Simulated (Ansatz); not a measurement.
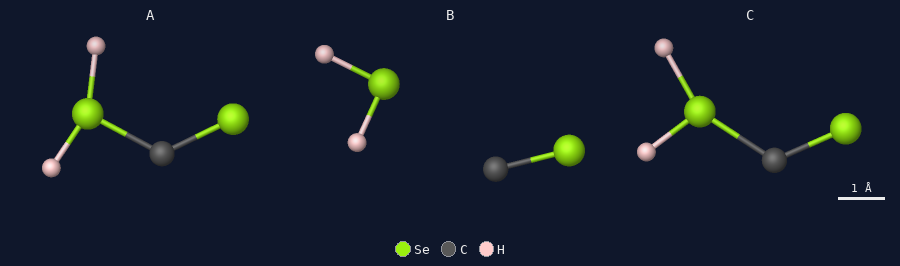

3 geometries from one relaxation of CH2Se2, in shuffled order. The picture is a ball-and-stick view, seen face on.

The run prepares an end point of a later path (hydrogen shift) calculation, from a guessed geometry.

All numbers below come from Ansatz, RKS r2SCAN-D4/def2-SVP. Set-up: no spin polarisation; force threshold 0.02 eV/Å; at most 50 steps.

> Order the frames from highest to lowest energy.

A, C, B. They are steps 0, 4, 12, at +2.246 eV, +0.819 eV relative to the last. After 11 accepted moves (12 points after the start) the energy has fallen by 2.246 eV. Largest force component: 2.9 eV/Å at the start, 0.013 eV/Å at the end. The line search rejected the trial step at point 9 of the run. The largest move after the best rigid fit is that of an H atom, 1.60 Å. Largest moves by element: H 1.60 Å, Se 1.07 Å, C 0.82 Å. Near-neighbour distances that change, for instance: C–Se 1.872 → 3.132 Å, Se–Se 3.225 → 4.378 Å, C–Se 1.756 → 1.680 Å, H–Se 1.530 → 1.475 Å. Bonds break: C–Se (1.87 → 3.13 Å). Bond angles that change, for instance: H–Se–H 153.2° → 91.8°.
